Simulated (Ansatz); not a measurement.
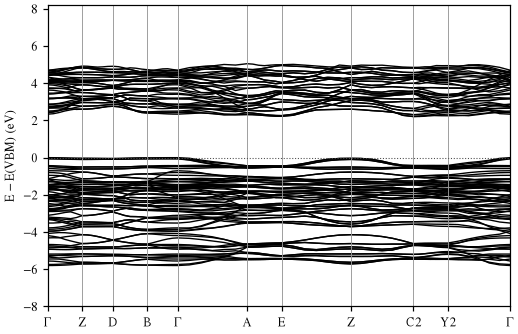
*Band structure from plane-wave PAW r²SCAN (Ansatz code)*

The gap is 2.21 eV; an edge lies off the plotted path or next to a special point (maximum at Γ, minimum off the standard path).

**Question.** Which of these materials gives this?
A) PtI2, P2_1/c (Pt on 4e, I on 4e, I on 4e)
B) AsSe, P2_1/c (Pearson symbol mP32)
C) Al2Te3, P2_1/c (Pearson symbol mP40)

**Answer.** C, Al2Te3, P2_1/c (Pearson symbol mP40)

The first step of the workflow began from a Materials Project structure, measured or hypothetical; the Crystallography Open Database copy checked does not list it. Whether it is the stable phase at ambient conditions was not checked. The cell was relaxed with r²SCAN under the symmetry of its start; its stability against distortions is not shown here. A crystal of weakly bound layers computed without a dispersion correction: the cell and the soft elastic constants depend strongly on that. Spin–orbit coupling is left out wherever it is not named.

Potentials: the later of the program's two PAW sets.
